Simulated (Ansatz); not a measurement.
# PH (singlet): inputs that go wrong at distance P1–H2 = 1.986 Å

3 inputs are run for PH (singlet) as typed; the log has to tell whether the result can be used and what must change.

Program: Ansatz 0.2.0, Gaussian basis. Level of theory: the settings change from run to run. These are calculated values, not measurements.

24 further runs of the same task are left out: 4 for a known fault of the program, 17 that didn't finish, 3 set aside as unsound or not needed. Runs told in other sessions of the task aren't counted.

## 1. What is computed

The geometry derives from a PBE0/def2-TZVP stationary point (not a proven minimum). One bond is set to the value named and the two fragments are kept rigid.

2 atoms, charge 0, spin multiplicity 1.

Atoms are counted from 1 here; the program's logs count them from 0.

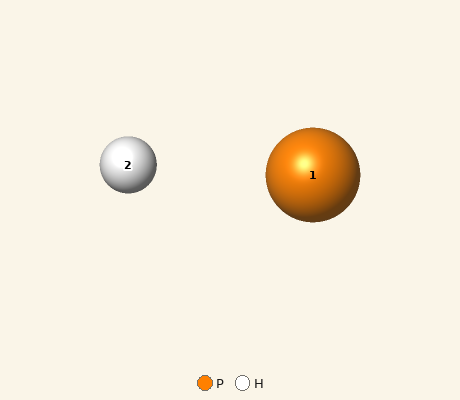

The structure; phosphorus orange, hydrogen white; atoms are numbered from 1 in the order of the file.

As a file:

```mol
HP
  3D, bonds by distance, orders not assigned

  2  0  0  0  0  0  0  0  0  0999 V2000
    0.0000    0.0000    0.0000 P   0  0
    0.0000    0.0000    1.9860 H   0  0
M  END
```

## 2. Try 1

Contents of in.yaml:

```yaml
crystal:
  periodic: [false, false, false]
  atoms:
    - {symbol: P, position_ang: [0.000000, 0.000000, 0.000000]}
    - {symbol: H, position_ang: [0.000000, 0.000000, 1.986000]}
basis:
  gaussian: {orbitals: cc-pVTZ, point_charges: [{charge: -0.50, position_ang: [4.325, -0.531, 0.756]}]}
correlation: {method: fic_mrcisd_q, electrons: all, active_space: {window: {electrons: 2, orbitals: 2}}}
scf: {lower_state_search: light}
magnetization: {spin_polarized: true, initial_magnetization: 0}
```

Launch:

```
ansatz run in.yaml --threads 1 --pin off --events-out ev --progress --plain --max-ram 2393MiB
```

Standard output:

```text
Error: invalid value for `correlation.active_space`: it starts from restricted Hartree–Fock orbitals; set hamiltonian.xc: hf without magnetization.spin_polarized
```

It took 0.03 s on 1 thread of Intel Xeon at 2.60GHz, shared host.

What is wrong: The run was refused. An active space is asked on unrestricted orbitals. To mend it, drop spin_polarized: true.

## 3. Try 2

Contents of in.yaml:

```yaml
crystal:
  periodic: [false, false, false]
  atoms:
    - {symbol: P, position_ang: [0.000000, 0.000000, 0.000000]}
    - {symbol: H, position_ang: [0.000000, 0.000000, 1.986000]}
basis:
  gaussian: {orbitals: STO-3G}
magnetization: {spin_polarized: false, initial_magnetization: 6}
correlation: {active_space: {window: {electrons: 6, orbitals: 5}, fixed_orbitals: true, states: [{multiplicity: 1, weights: [0.5, 1, 0.5]}]}}
```

The command is unchanged.

Standard output:

```text
Functional definition: HF
  name "HF"
  cite "Fock, Z. Phys. 61, 126 (1930) doi:10.1007/BF01340294"
  parent pbe
  exchange = exact_x
  correlation = 0
143 factors; integrals over basis functions are off by at most 2.6e-8 eV
Error: 11 electrons of one spin do not fit in 10 independent orbitals
```

Run time: 0.06 s. Hardware: 1 thread of Intel Xeon at 2.60GHz, shared host.

What is wrong: The run was refused. Far too many unpaired electrons are asked for. Fix: set initial_magnetization to that of the wanted state.

## 4. Try 3

Contents of in.yaml:

```yaml
crystal:
  periodic: [false, false, false]
  atoms:
    - {symbol: P, position_ang: [0.000000, 0.000000, 0.000000]}
    - {symbol: H, position_ang: [0.000000, 0.000000, 1.986000]}
basis:
  gaussian: {orbitals: "6-31G*"}
magnetization: {spin_polarized: false, initial_magnetization: 8}
correlation: {method: ccsdt, electrons: valence, diis_vectors: 1}
scf: {lower_state_search: light}
```

The command is unchanged.

Standard output (excerpt; [...] marks lines left out):

```text
Functional definition: HF
  name "HF"
  cite "Fock, Z. Phys. 61, 126 (1930) doi:10.1007/BF01340294"
  parent pbe
[...]
318 factors; integrals over basis functions are off by at most 4.1e-8 eV
[...]
a density is far from that of the atoms, so the factors are made again for it
331 factors; integrals over basis functions are off by at most 2.3e-8 eV
[...]
mean field -9123.47960644 eV, -335.2816914200 hartree, gradient 9.9e-6 eV, S^2 20.000000; 26 other end points of the search recorded, 0 dependent functions left out
[...]
determinant -9123.47960644 eV, -335.2816914200 hartree, with singles and doubles -9124.51164336 eV, -335.3196180773 hartree
determinant -9123.33082264 eV, -335.2762237163 hartree, with singles and doubles -9124.36640330 eV, -335.3142806035 hartree
determinant -9123.24282503 eV, -335.2729898637 hartree, with singles and doubles -9124.28777600 eV, -335.3113911034 hartree
[...]
determinant -9120.76585683 eV, -335.1819629615 hartree, with singles and doubles -9121.76711925 eV, -335.2187586766 hartree
determinant -9123.47960644 eV, -335.2816914200 hartree, with singles and doubles -9124.56324268 eV, -335.3215143173 hartree
determinant -9123.33082264 eV, -335.2762237163 hartree, with singles and doubles -9124.37377201 eV, -335.3145513986 hartree
determinant -9123.24282503 eV, -335.2729898637 hartree, with singles and doubles -9124.31400171 eV, -335.3123548807 hartree
determinant -9123.09517320 eV, -335.2675637593 hartree, with singles and doubles -9123.98227020 eV, -335.3001639726 hartree
reference -9123.47960644 eV, -335.2816914200 hartree; 12, 4 occupied and 9, 17 virtual orbitals, 331 factors
second order -0.77992535 eV of doubles, -0.01343068 eV of singles
cycle   1  -0.96444063 eV  change   -1.7e-1 eV  update   2.8e-2
[...]
cycle  17  -1.18793270 eV  change    2.2e-7 eV  update   1.9e-6
WARN: these amplitudes may be one of several solutions (largest doubles amplitude 0.98, level shift 0.00 eV)
Total energy: -9124.66753914 eV, -335.3253471414 hartree
```

It took 26 s on 1 thread of Intel Xeon at 2.60GHz, shared host.

What is wrong: The run converged, which proves nothing about the input. Far too many unpaired electrons are asked for. Its energy belongs to the state of multiplicity 9, not to the singlet that was meant. Fix: set initial_magnetization to that of the wanted state.

## 5. Summary

```csv
try,level,ended,cause,time
1,"MRCISD+Q(2,2)/cc-pVTZ",refused,an active space is asked on unrestricted orbitals,0.03 s
2,"CASCI(6,5)/STO-3G",refused,far too many unpaired electrons are asked for,0.06 s
3,CCSDT on ROHF/6-31G*,converged,far too many unpaired electrons are asked for,26 s
```

2 refused, 1 converged. The input that converges on a wrong geometry or spin is the dangerous one: no error points at it, so geometry and ⟨S²⟩ have to be checked.
